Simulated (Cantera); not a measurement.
Input: 1 mol Nb2O5, 62 mol H2, 8 mol H2O, equilibrated at 42.0 mbar.

Equilibrium computed with Cantera from the NASA thermochemical tables; the gas is ideal and each condensed phase is pure. Candidate condensed phases: H2O, Nb, NbO, NbO2, Nb2O5; 12 gas species. Mutual solubility and eutectic melting of coexisting phases are not modelled. Condensed phases not in the tables: the oxides between NbO2 and Nb2O5. Rates play no part.

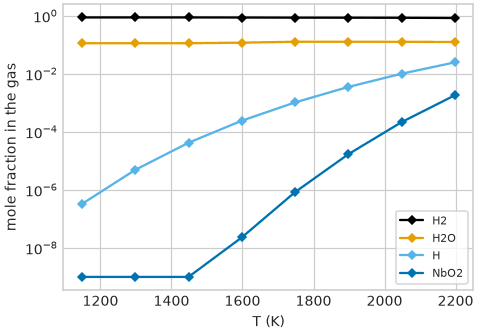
*Equilibrium gas composition (values under 1e-9 drawn at 1e-9)*

From 1148 K to 1448 K the condensed part is Nb2O5(s). At 1598 K the condensed part is NbO2(s) + Nb2O5(s). From 1748 K to 2048 K the condensed part is NbO2(s). At 2198 K the condensed part is NbO2(l).
